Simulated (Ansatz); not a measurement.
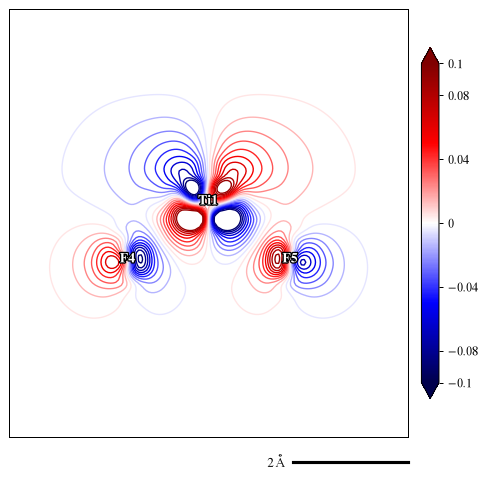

ClF₃Ti. The LUMO on the plane of atoms F4, Ti1 and F5 (values in Å⁻³ᐟ²; the overall sign is arbitrary).

All numbers below come from Ansatz 0.2.0, RKS PBE/def2-SVP.

```json
{"atom": "Ti", "x (Å)": "0.0004", "y (Å)": "0.0000", "z (Å)": "0.0251"}
{"atom": "Cl", "x (Å)": "0.0001", "y (Å)": "0.0000", "z (Å)": "2.2171"}
{"atom": "F", "x (Å)": "1.6370", "y (Å)": "0.0000", "z (Å)": "-0.5666"}
{"atom": "F", "x (Å)": "-0.8178", "y (Å)": "1.4172", "z (Å)": "-0.5669"}
{"atom": "F", "x (Å)": "-0.8178", "y (Å)": "-1.4172", "z (Å)": "-0.5669"}
```

**What is the character of this orbital?**

Its weight (Hirshfeld) is mainly on Ti1 (about 75 %). It is one of a degenerate set, so its orientation is arbitrary. Its energy is −4.12 eV.
